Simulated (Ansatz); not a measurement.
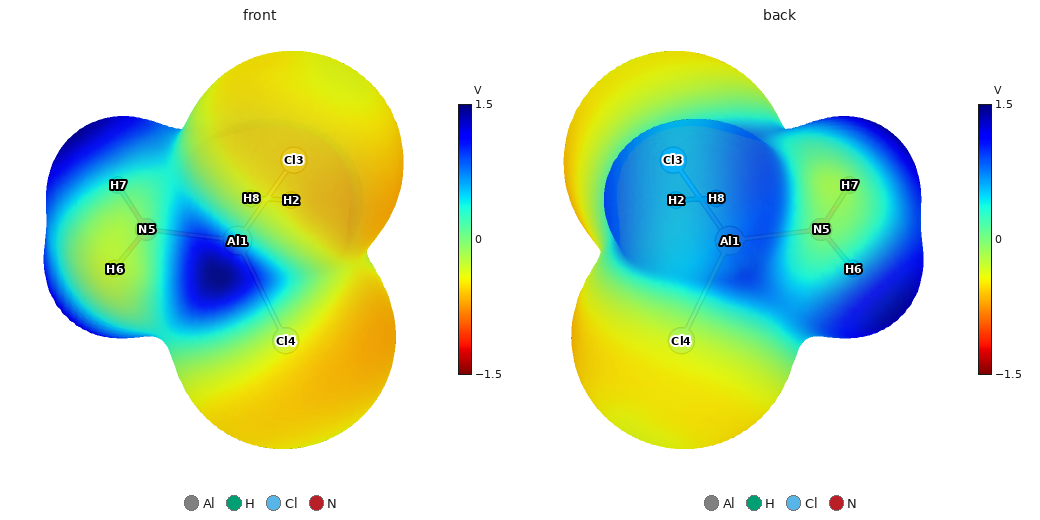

Figure 1: AlCl$_{2}$H$_{2}$N···H$_{2}$. The molecular electrostatic potential painted on the density surface at 0.001 e/bohr³, seen from the front and from behind; red is negative and blue positive.

The calculation used Ansatz, RKS PBE0-D4/def2-SVP.

```json
{"atom": "Al", "x (Å)": "0.0750", "y (Å)": "-0.7296", "z (Å)": "-0.1689"}
{"atom": "H", "x (Å)": "-0.0909", "y (Å)": "0.4863", "z (Å)": "1.8420"}
{"atom": "Cl", "x (Å)": "1.8599", "y (Å)": "0.3083", "z (Å)": "-0.5375"}
{"atom": "Cl", "x (Å)": "-1.7367", "y (Å)": "0.1026", "z (Å)": "-0.8196"}
{"atom": "N", "x (Å)": "0.1150", "y (Å)": "-2.3830", "z (Å)": "0.4293"}
{"atom": "H", "x (Å)": "-0.6973", "y (Å)": "-2.9840", "z (Å)": "0.5061"}
{"atom": "H", "x (Å)": "0.9611", "y (Å)": "-2.8957", "z (Å)": "0.6486"}
{"atom": "H", "x (Å)": "-0.1182", "y (Å)": "-0.2510", "z (Å)": "2.0527"}
```

Describe the electrostatic potential map.

The most negative region (about −0.7 V, or −16 kcal/mol for a unit charge) lies over Cl3 and Cl4, the most positive (about +1.4 V, or +32 kcal/mol for a unit charge) over Al1, H6 and H7.
